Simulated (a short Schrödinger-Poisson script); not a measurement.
Stack: MOS inversion layer, Si3N4 on p-type Si(100), at 400 K.

```csv
layer,material,thickness (nm),Na (cm⁻³)
1,Si3N4,4.5,-
2,Si,940,2.1e17
```

The device is made up for the run: typed textbook-type constants, with dimensions and the other settings drawn at random. Si3N4: permittivity 7.5, conduction-band edge (eV) 1.95, gap (eV) 5.1, electron mass (mₑ) 0.5. Si: permittivity 11.7, conduction-band edge (eV) 0, gap (eV) 1.124, Nv at 300 K (cm⁻³) 3.1e19.

Channel valleys (confinement mass, in-plane density-of-states mass, number): Δ2 0.916, 0.19, 2; Δ4 0.19, 0.417, 4. At the gate the conduction-band edge of layer 1 lies 2.33 eV − eVg above the Fermi level of the channel; the field vanishes at the back. Gaps are held at their typed values at every temperature. Mesh 0.03 nm at interfaces.

Solved with a short Schrödinger-Poisson script written for these runs: 1D Poisson equation in equilibrium, electrons quantum, Hartree (BenDaniel-Duke, 12 states a valley, the channel's in-plane mass for all, wave functions ending at the dielectric), parabolic valleys, classical holes, full ionisation, no traps, pinning or gate leakage.

Only gate voltages with over 1e8 electrons/cm² are shown.

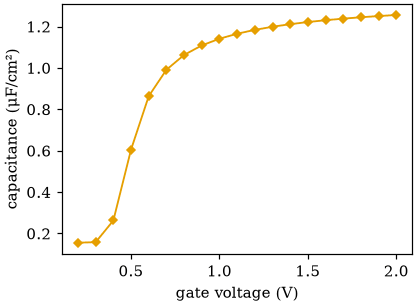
Fig. 1. Quasi-static capacitance against gate voltage

| Vg (V) | electrons (cm⁻²) | C (μF/cm²) | Δ2 E0 (meV) | Δ2 E1 (meV) | Δ4 E0 (meV) | Δ4 E1 (meV) |
|---|---|---|---|---|---|---|
| 0.2 | 3.27e8 | 0.156 | 374.8 | 417.1 | 413.8 | 483.2 |
| 0.3 | 3.80e9 | 0.158 | 288.3 | 332.8 | 329.3 | 402.5 |
| 0.4 | 4.07e10 | 0.263 | 204.7 | 251.5 | 247.9 | 324.7 |
| 0.5 | 2.47e11 | 0.605 | 140.1 | 190.1 | 186.4 | 266.6 |
| 0.6 | 6.86e11 | 0.863 | 101.7 | 156.1 | 152.2 | 235.9 |
| 0.7 | 1.25e12 | 0.991 | 77.5 | 136.6 | 132.7 | 219.4 |
| 0.8 | 1.89e12 | 1.06 | 60.2 | 123.8 | 119.9 | 209.3 |
| 0.9 | 2.56e12 | 1.11 | 46.5 | 114.7 | 110.7 | 202.5 |
| 1 | 3.26e12 | 1.14 | 35.2 | 107.6 | 103.6 | 197.5 |
| 1.1 | 3.98e12 | 1.17 | 25.5 | 102.0 | 97.9 | 193.8 |
| 1.2 | 4.71e12 | 1.18 | 16.9 | 97.3 | 93.2 | 190.8 |
| 1.3 | 5.45e12 | 1.20 | 9.2 | 93.3 | 89.1 | 188.4 |
| 1.4 | 6.21e12 | 1.21 | 2.1 | 89.7 | 85.6 | 186.3 |
| 1.5 | 6.96e12 | 1.22 | -4.5 | 86.6 | 82.5 | 184.6 |
| 1.6 | 7.73e12 | 1.23 | -10.7 | 83.8 | 79.6 | 183.1 |
| 1.7 | 8.50e12 | 1.24 | -16.6 | 81.2 | 77.0 | 181.8 |
| 1.8 | 9.27e12 | 1.24 | -22.1 | 78.8 | 74.7 | 180.6 |
| 1.9 | 1.01e13 | 1.25 | -27.5 | 76.6 | 72.4 | 179.5 |
| 2 | 1.08e13 | 1.26 | -32.6 | 74.5 | 70.3 | 178.6 |

Subbands count from the Fermi level.
